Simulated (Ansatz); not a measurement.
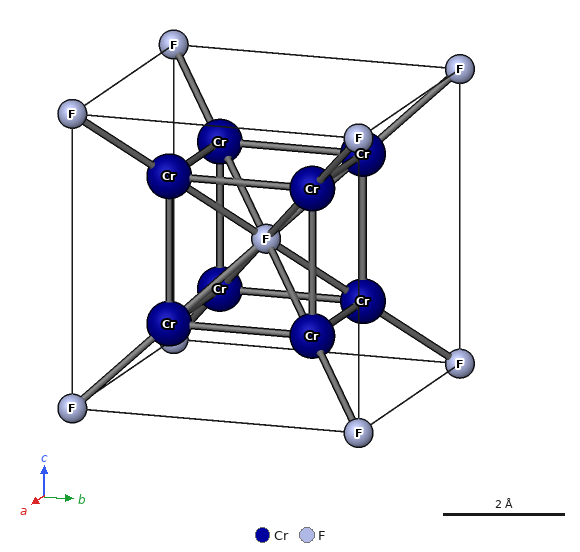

Starting structure of crystalline Cr4F (a generated structure, set up in Im-3m) (coarse preliminary run). Style: ball-and-stick. Shown: the conventional cell (2 times the calculation's cell), slightly off an axis. Lengths and directions refer to the drawn axes.

Level of theory: DFT PBE, scalar-relativistic, plane waves, PAW in Ansatz.

Input file:
```yaml
crystal:
  lattice:
    - [-2.52618294, 2.52618294, 2.52618294]
    - [2.52618294, -2.52618294, 2.52618294]
    - [2.52618294, 2.52618294, -2.52618294]
  atoms:
    - { symbol: Cr, position: [0.5, 0.5, 0.5], spin: 3.0 }
    - { symbol: Cr, position: [0.0, 0.0, 0.5], spin: -3.0 }
    - { symbol: Cr, position: [0.0, 0.5, 0.0], spin: 3.0 }
    - { symbol: Cr, position: [0.5, 0.0, 0.0], spin: -3.0 }
    - { symbol: F, position: [0.0, 0.0, 0.0] }
basis:
  ecutwfc: 420
kpoints:
  mp_grid: { grid: [6, 6, 6] }
hamiltonian:
  xc: pbe
scf:
  occupations: { method: gaussian, width: 0.1 }
  lower_state_search: "off"
output:
  forces: true
  stress: true
  eigenvalues: true
  populations: true
magnetization:
  spin_polarized: true
relax:
  adjacent_minimum: "off"
  f_tol: 0.04
  max_steps: 70
  cell: { stress_tol: 0.4 }
```

Command:
```bash
ansatz run input.yaml --threads 1 --pin off --max-ram 2560MiB --backend cpu --events-out ev --progress --plain --runs-dir out
```

Question: Predict the outcome.

Answer: After 17 accepted moves (20 points after the start) the energy has fallen by 1.699 eV per cell of the calculation. All forces vanish by symmetry, so only the cell relaxes. The pressure goes from 9.57 to 0.04 GPa. The SCF was repeated 3 times at an unchanged geometry on a basis and grid sized afresh for the cell, which shifted the energy by 0.274 eV per cell of the calculation at most. No atom moves by more than 0.005 Å relative to the cell. The drawn cell changes as follows: a = c 5.052 → 5.285 Å (+4.6 %), b 5.052 → 6.291 Å (+24.5 %), β 90.0° → 68.7°; the volume changes by +26.9 %. Among the contacts that change: Cr1–Cr3 2.526 → 3.146 Å, Cr1–F5 2.188 → 2.690 Å, Cr1–Cr2 2.526 → 2.642 Å, Cr2–F5 2.188 → 2.167 Å. Among the angles between lasting bonds that change: Cr2–F5–Cr4 109.5° → 86.9°, Cr2–F5–Cr4 70.5° → 93.1°, Cr1–Cr4–Cr3 90.0° → 111.3°. The space group (tolerance 0.01 Å) goes from Im-3m (No. 229) to Fmmm (No. 69). The run took 2.9 min on 1 thread of AMD EPYC 9R14 (Zen 4) (shared host), peak memory 0.63 GiB.

Step by step:

| step | E − E(0), meV/atom | pressure, GPa | volume, Å³/atom | note |
| --- | --- | --- | --- | --- |
| 0 | 0.00 | 9.57 | 12.897 |  |
| 1 | -37.58 | 9.62 | 13.460 |  |
| 2 | -107.84 | 7.60 | 14.541 |  |
| 3 | -159.62 | 2.18 | 15.368 |  |
| 4 | -168.56 | -0.89 | 15.702 |  |
| 5 | -169.30 | -0.30 | 15.575 |  |
| 6 | -169.48 | 0.01 | 15.502 |  |
| 7 | -169.98 | 0.01 | 15.501 |  |
| 8 | -171.90 | -0.02 | 15.495 |  |
| 9 | -179.12 | -0.08 | 15.494 |  |
| 10 | -205.68 | -0.40 | 15.417 |  |
| 11 | -236.36 | -0.52 | 15.184 |  |
| 12 | -240.03 | 0.45 | 14.780 |  |
| 13 | -242.83 | -0.08 | 14.953 |  |
| 14 | -297.69 | 5.25 | 14.953 | same geometry, new basis |
| 15 | -329.51 | 1.19 | 15.881 |  |
| 16 | -334.16 | -0.17 | 16.276 |  |
| 17 | -334.39 | 0.06 | 16.228 |  |
| 18 | -339.41 | 0.39 | 16.228 | same geometry, new basis |
| 19 | -339.65 | 0.04 | 16.366 |  |
| 20 | -339.84 | 0.04 | 16.366 | same geometry, new basis |

Final geometry:

```xyz
5
Lattice="-2.1076 3.1455 2.1076 3.0858 -3.1455 3.0858 2.1076 3.1455 -2.1076" Properties=species:S:1:pos:R:3 pbc="T T T"
Cr    1.5429    1.5728    1.5429
Cr    2.0321    1.5728    4.1396
Cr    1.5429    4.7183    1.5429
Cr    4.1396    1.5728    2.0321
F     3.0858    3.1455    3.0858
```

The end point in the same view:

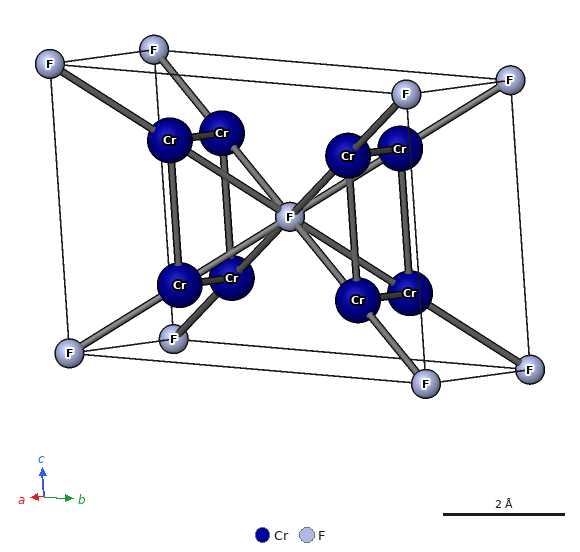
